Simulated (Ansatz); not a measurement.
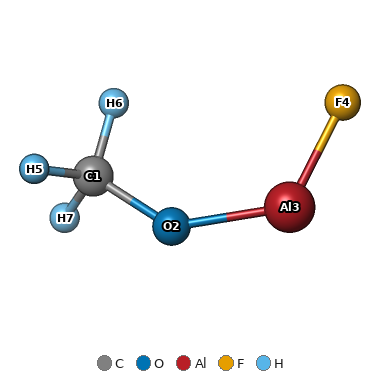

The system is CH₃AlFO, SMILES C[O][Al][F], spin multiplicity 2; the picture shows the grid point nearest to the relaxed geometry. 
- Two internal coordinates are moved rigidly from the geometry relaxed at PBE0-D4/def2-TZVP, all others fixed.
- The first coordinate is: bond C1–H7; the second: angle H7–C1–O2.
- The scan uses a 5 × 5 grid.
- All energies are given in kcal/mol relative to the lowest grid point.
- Method: Ansatz 0.2.0, UKS r2SCAN-D4/def2-TZVPP.

Its coordinates:

```tsv
atom	x (Å)	y (Å)	z (Å)
C	0.2558	0.8764	0.1091
O	-0.4129	-0.2007	0.7071
Al	-0.7844	-1.7972	0.3523
F	-0.3100	-2.4869	-1.0768
H	1.0913	1.1920	0.7415
H	0.6496	0.6246	-0.8814
H	-0.4428	1.7424	0.0000
```

Range: bond C1–H7 from 0.985 to 1.313 Å; angle H7–C1–O2 from 91.8 to 127.8°.

### Predict the map.

The lowest grid point is at bond C1–H7 = 1.118 Å, angle H7–C1–O2 = 109.8°. No other kind of well shows on this grid. The highest grid point, bond C1–H7 = 1.313 Å, angle H7–C1–O2 = 91.8°, lies 20.3 kcal/mol above the lowest. Round the minimum the two coordinates are nearly uncoupled.

```tsv
angle H7–C1–O2 ↓, bond C1–H7 →	0.985	1.039	1.118	1.211	1.313
127.8	13.6	9.1	7.6	10.9	18.0
118.8	7.5	3.1	1.9	5.5	13.1
109.8	5.2	1.0	0.0	3.8	11.6
100.8	7.2	3.0	2.1	6.0	13.9
91.8	13.5	9.4	8.5	12.4	20.3
```

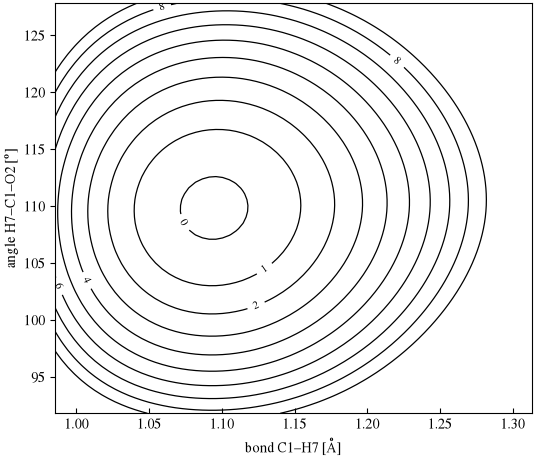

The picture shows contour lines labelled in kcal/mol (none above 9). Between grid points the surface is interpolated.
